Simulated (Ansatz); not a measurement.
# SnH4 (SMILES [SnH4]) at CCSDT(Q)/STO-3G

What is the electronic atomisation energy of SnH4 at CCSDT(Q)/STO-3G? 

Program for the calculation: Ansatz 0.2.0.

32 further runs of the same task are left out: 3 that didn't finish, 29 set aside as unsound or not needed.

**1. Starting point**

The species is SnH4 (5 atoms), meant as a singlet with charge 0. SMILES: `[SnH4]`. The shape is that of a PBE0-D4/def2-TZVP optimisation.

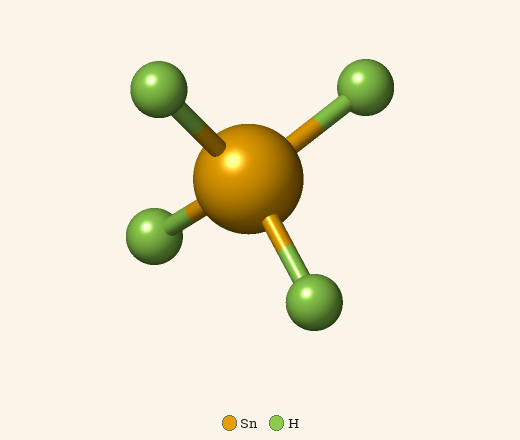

The structure, seen from a chosen angle (tin amber, hydrogen green).

**2. A single-point energy at CCSDT(Q)/STO-3G**

File in.yaml:

```yaml
crystal:
  periodic: [false, false, false]
  atoms:
    - {symbol: Sn, position_ang: [0.000030, 0.000010, 0.000040]}
    - {symbol: H, position_ang: [0.823920, -0.853480, 1.222940]}
    - {symbol: H, position_ang: [-1.563610, 0.403420, 0.543140]}
    - {symbol: H, position_ang: [-0.116810, -0.974610, -1.392490]}
    - {symbol: H, position_ang: [0.856470, 1.424640, -0.373640]}
basis:
  gaussian:
    orbitals: STO-3G
correlation:
  method: ccsdt_q
  frozen_orbitals: {H: 0, Sn: 18}
accuracy: high
scf:
  omitted_lower_state_checks: [cluster_reference, increment]
```

Launch:

```console
$ ansatz run in.yaml --threads 1 --pin off --max-ram 3480MiB --events-out events.jsonl --progress --plain --runs-dir runs
```

Standard output (excerpt; [...] marks lines left out):

```text
Warning: RAYON_NUM_THREADS=1 ignored (pool sized by the plan → 1); use --threads N
Functional definition: HF
  name "HF"
[...]
543 factors; integrals over basis functions are off by at most 4.9e-9 eV
[...]
mean field -162332.55938440 eV, -5965.6115244161 hartree, gradient 9.9e-8 eV, S^2 0.000000; 0 other end points of the search recorded, 0 dependent functions left out
18 core orbitals not correlated: weight in the atoms' cores, before any rotation towards them, 1.000 or more for the frozen orbitals, at most 0.000 for the correlated occupied ones
reference -162332.55938440 eV, -5965.6115244161 hartree; 9, 9 occupied and 4, 4 virtual orbitals, 543 factors
second order -1.16467670 eV of doubles, -0.00000000 eV of singles
cycle   1  -1.55868612 eV  change   -3.9e-1 eV  update   5.7e-2
[...]
cycle  17  -1.80797105 eV  change   -1.7e-9 eV  update  9.1e-10
perturbative correction -0.00058113 eV, -0.0000213562 hartree
Total energy: -162334.36793659 eV, -5965.6779874830 hartree
Checks for a lower state left out: cluster_reference, increment
```

It took 0.61 s on 1 thread of Arm Neoverse V2, shared host.

**3. The H atom: a single-point energy at UHF/STO-3G**

File run.yaml:

```yaml
crystal:
  periodic: [false, false, false]
  atoms:
    - {symbol: H, position_ang: [0.000000, 0.000000, 0.000000]}
basis:
  gaussian: {orbitals: STO-3G}
hamiltonian: {xc: hf}
magnetization: {spin_polarized: true, initial_magnetization: 1}
accuracy: high
```

Run the same way, it converges to -0.46658 Eh (log not shown).

**4. The Sn atom**

File run.yaml:

```yaml
crystal:
  periodic: [false, false, false]
  atoms:
    - {symbol: Sn, position_ang: [0.000000, 0.000000, 0.000000]}
basis:
  gaussian: {orbitals: STO-3G}
correlation: {method: ccsdt_q, frozen_orbitals: {Sn: 18}}
scf: {omitted_lower_state_checks: [cluster_reference, increment]}
accuracy: high
magnetization: {spin_polarized: true, initial_magnetization: 2}
```

Launch:

```console
$ ansatz run run.yaml --threads 1 --pin off --max-ram 3480MiB --events-out events.jsonl --progress --plain --runs-dir runs
```

Standard output (excerpt; [...] marks lines left out):

```text
Warning: RAYON_NUM_THREADS=1 ignored (pool sized by the plan → 1); use --threads N
Functional definition: HF
  name "HF"
[...]
251 factors; integrals over basis functions are off by at most 4.4e-9 eV
[...]
mean field -162267.10534540 eV, -5963.2061328489 hartree, gradient 3.9e-9 eV, S^2 2.000002; 3 other end points of the search recorded, 0 dependent functions left out
18 core orbitals not correlated: weight in the atoms' cores, before any rotation towards them, 1.000 or more for the frozen orbitals, at most 0.000 for the correlated occupied ones
reference -162267.10534540 eV, -5963.2061328489 hartree; 8, 6 occupied and 1, 3 virtual orbitals, 251 factors
second order -0.20018918 eV of doubles, 0.00000000 eV of singles
cycle   1  -0.29387356 eV  change   -9.4e-2 eV  update   4.0e-2
[...]
cycle  14  -0.37366806 eV  change    1.2e-9 eV  update  2.6e-10
perturbative correction 0.00000037 eV, 0.0000000135 hartree
Total energy: -162267.47901309 eV, -5963.2198648833 hartree
Checks for a lower state left out: cluster_reference, increment
```

Run time: 0.51 s. Hardware: 1 thread of Arm Neoverse V2, shared host.

**5. Results**

At CCSDT(Q)/STO-3G, 18 core orbitals frozen:

| quantity | value |
| --- | --- |
| molecule: total energy | -5965.67799 Eh |
| molecule: correlation energy (18 core orbitals frozen) | -66.5 mEh |
| molecule: T1 diagnostic | 0.004 |
| H atom: total energy | -0.46658 Eh |
| H atom: ⟨S²⟩ | 0.750 |
| Sn atom: total energy | -5963.21986 Eh |
| Sn atom: correlation energy (18 core orbitals frozen) | -13.7 mEh |
| Sn atom: ⟨S²⟩ of the reference determinant | 2.000 |
| Sn atom: T1 diagnostic | 0.000 |
| electronic atomisation energy | 16.104 eV |

**Reading.** Taking the molecule apart into free atoms costs 16.10 eV (1554 kJ/mol), before zero-point energy and without spin-orbit coupling. In a minimal basis such a difference can be off by several eV, whatever the method. Relativity is left out (molecule) although the molecule holds a heavy atom. Relativity is left out (Sn atom) although the molecule holds a heavy atom.
